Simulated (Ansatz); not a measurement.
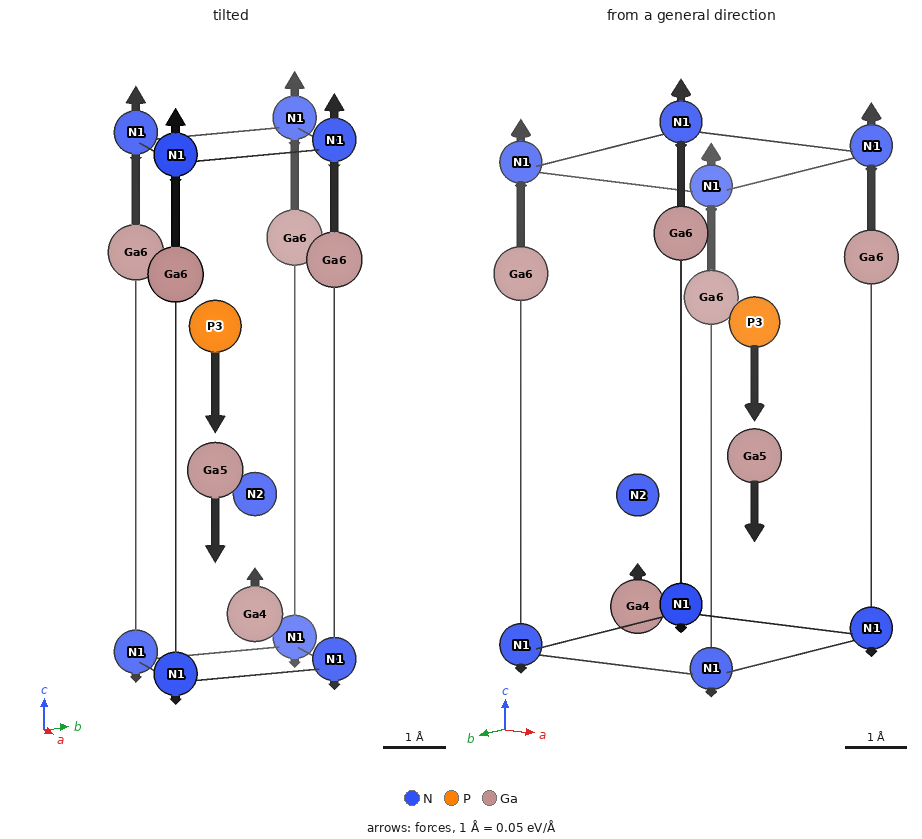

The crystal in a spheres-only representation, seen slightly off an axis and from a general direction. The lines enclose the simulation cell; boundary atoms appear with their images. The arrows are the computed forces on the atoms.

System: Ga3PN2. All computed values are from DFT, HSE06, plane waves, PAW in Ansatz 0.2.0. Settings: a basis cut at 420 eV, the zone sampled with 6×6×2 points, Fermi-Dirac smearing of 0.02 eV, no spin polarisation.

Question: Are the forces small enough to call this converged?

Answer: No. The atoms still feel forces of up to about 0.11 eV/Å, above a usual threshold of 0.01 to 0.03 eV/Å.

Question: Where is the maximum force, and how large is it?

Answer: Ga6, about 0.11 eV/Å.

Starting structure: a structure type filled with these elements by a generator (whether the compound takes this form wasn't checked). Earlier steps of the study may have refined or changed the cell and positions. A calculation with Ansatz used it as input.
